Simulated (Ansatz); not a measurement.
**Molecular dynamics, with input and output: C₃H₁₂OSi₂ (part 6 of 6)**

C₃H₁₂OSi₂; RKS BHLYP-D4/STO-3G (Ansatz 0.2.0). It belongs to a series of runs on one base structure; here: dynamics from the start.

Geometry of the input (Å):
```
Si 0.0046  -0.0408  -0.1549
Si -0.1809  -0.0267  2.0964
H  -1.5123  -0.3428  2.5190
H  0.6974  -1.0031  2.6678
H  0.1636  1.2489  2.6484
C  1.7868  0.0507  -0.6923
H  2.3558  -0.7965  -0.3147
H  1.8676  0.0463  -1.7772
H  2.2651  0.9583  -0.3303
O  -0.7101  1.3326  -0.8757
C  -2.1093  1.4635  -0.5703
H  -2.3125  1.5655  0.5104
H  -2.4806  2.3746  -1.0601
H  -2.7191  0.6207  -0.9383
C  -0.7635  -1.5971  -0.8513
H  -1.7910  -1.7311  -0.5203
H  -0.7654  -1.5821  -1.9392
H  -0.2020  -2.4741  -0.5358
```

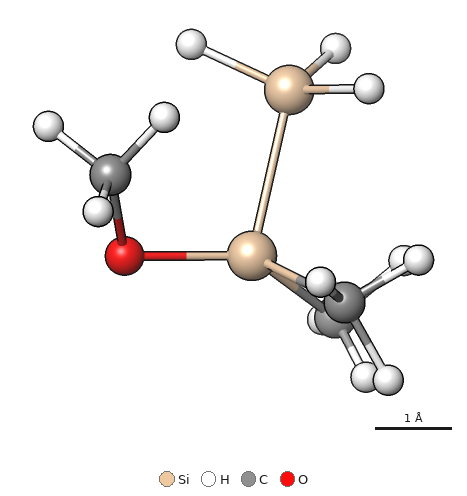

**Figure 1.** The geometry at step 250 of the log (ball-and-stick view, seen at a tilt).

## Trajectory as extended XYZ, continued
```
18
Properties=species:S:1:pos:R:3:forces:R:3 step=244 time_fs=61.0 energy=-20855.05013 temperature=2776.1
Si   -0.1299   -0.2121   -0.1309    0.6628  -1.8035   1.6894
Si   -0.0826    0.0187    2.1448   -0.8103  -1.5053  -0.1741
H    -0.5992    1.3534    2.4294   -0.8295  -1.0643   0.3734
H    -0.8200   -1.3717    2.3203    0.8884   3.0442   1.0563
H     1.1236    0.0962    2.9807   -0.4007  -0.6761  -1.0210
C     1.6323   -0.8697   -0.3698   -4.1470  -4.1695   0.5885
H     1.5017   -1.5795    0.5605    1.4805   1.9314  -2.1086
H     1.4320   -1.6281   -1.1765    1.7176   1.3685   0.3762
H     2.5634   -0.3848   -0.3867    1.3811   0.9696  -0.1514
O    -1.0625    1.1458   -0.7127   -1.6684  -1.5661   1.5707
C    -2.3758    1.1000    0.0867   -2.0058   1.5076  -1.1778
H    -2.7056    0.5400    1.0381    2.1645   0.1535  -1.5159
H    -2.5884    2.1597    0.3518    0.5541  -0.3577   0.0684
H    -3.2601    0.8937   -0.5956    1.4927  -0.2419   0.1922
C    -0.8712   -1.9993   -0.5248   -1.0146  -2.8991  -1.1636
H    -2.0313   -2.0438   -0.6591    2.7345   0.1887   0.0768
H    -0.3649   -2.6019   -1.4133   -1.6148   2.7255   1.2686
H    -0.6337   -2.8453    0.2123   -0.5850   2.3945   0.0519
18
Properties=species:S:1:pos:R:3:forces:R:3 step=250 time_fs=62.5 energy=-20854.32361 temperature=2599.5
Si   -0.1355   -0.2251   -0.1211    0.6132  -2.1841   2.0310
Si   -0.0892    0.0131    2.1753   -0.1122  -1.4029  -1.0462
H    -0.5763    1.3543    2.3682   -1.1312  -0.6341   0.7374
H    -0.7306   -1.3534    2.3557   -0.0576   2.2700   1.1380
H     1.0683    0.0513    3.0528    0.0326  -0.3958  -0.9275
C     1.6140   -0.8980   -0.3736   -2.1192  -2.5632   3.3283
H     1.4745   -1.6532    0.5754    1.4705   2.8718  -2.4499
H     1.3851   -1.6835   -1.0871    2.0673   0.7306  -1.4949
H     2.5599   -0.3300   -0.2943   -0.6447  -0.7357  -0.7131
O    -1.0529    1.1364   -0.6896   -2.3966  -1.0446   1.6364
C    -2.3995    1.1154    0.1095    0.4777  -0.6862  -0.6923
H    -2.7289    0.4852    0.9864    2.3783  -0.1266  -0.3493
H    -2.5388    2.1234    0.5144   -0.2639   0.3277  -0.7366
H    -3.2229    0.7706   -0.5402    0.3324   1.1917  -0.8734
C    -0.8645   -2.0187   -0.5375   -1.2897  -2.9266   1.0003
H    -2.0462   -2.1017   -0.5386    3.0644   0.4020  -1.5135
H    -0.2362   -2.6957   -1.3086   -2.7104   2.8840   0.7798
H    -0.7125   -2.7855    0.2860    0.2890   2.0218   0.1454
```
